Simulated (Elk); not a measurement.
Band structure of Zn₃CrS₄ (P-43m, 8 atoms in the cell).

```yaml
crystal:
  lattice:
    - [5.46733, 0.00000, 0.00000]
    - [0.00000, 5.46733, 0.00000]
    - [0.00000, 0.00000, 5.46733]
  atoms:
    - { symbol: Zn, position: [0.50000, 0.50000, 0.00000] }
    - { symbol: Zn, position: [0.00000, 0.50000, 0.50000] }
    - { symbol: Zn, position: [0.50000, 0.00000, 0.50000] }
    - { symbol: Cr, position: [0.00000, 0.00000, 0.00000], spin: 3.0 }
    - { symbol: S, position: [0.74884, 0.74884, 0.25116] }
    - { symbol: S, position: [0.74884, 0.25116, 0.74884] }
    - { symbol: S, position: [0.25116, 0.25116, 0.25116] }
    - { symbol: S, position: [0.25116, 0.74884, 0.74884] }
```
(The spins are starting values, not results.)

Method of the run: PBEsol, all-electron FP-LAPW, Elk's shipped species files, APW+lo basis with extra local orbitals (Elk).

Settings: xctype = 22; spinpol = true; rgkmax = 8; stype = 3; swidth = 0.00367493 Ha; ngridk = 3 3 3; reducebf = 0.7; gmaxvr = 14 1/bohr; nxlo = 2; lorbcnd = true; rmtscf = 0.91; lmaxi = 3.

The starting cell comes from a database of computed structures (which also holds hypothetical and non-ambient phases and stackings), without a prior relaxation at this level. With one magnetic atom in the cell only a parallel order is possible. Values depend on the basis (sphere radii, cutoffs, local orbitals), which need not be converged.

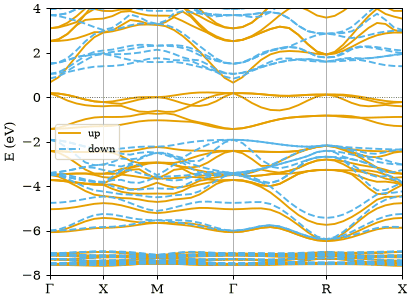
Fig. 1. Bands along the path, energies from the Fermi level.

Levels in eV from the Fermi level, bands 45 to 52 of the first spin channel:
```csv
point,45,46,47,48,49,50,51,52
Γ,-1.43,-1.43,0.18,0.18,0.18,0.65,2.52,2.52
X,-1.30,-0.89,-0.41,-0.22,-0.22,2.90,2.93,3.53
M,-1.04,-0.75,-0.61,0.00,0.00,3.26,3.26,3.67
R,-0.83,-0.83,0.12,0.12,0.12,1.92,1.92,1.92
```

Bands cross the Fermi level along this path, so the cell is metallic at this level.

The net moment of the cell came out as 4.00 μB.
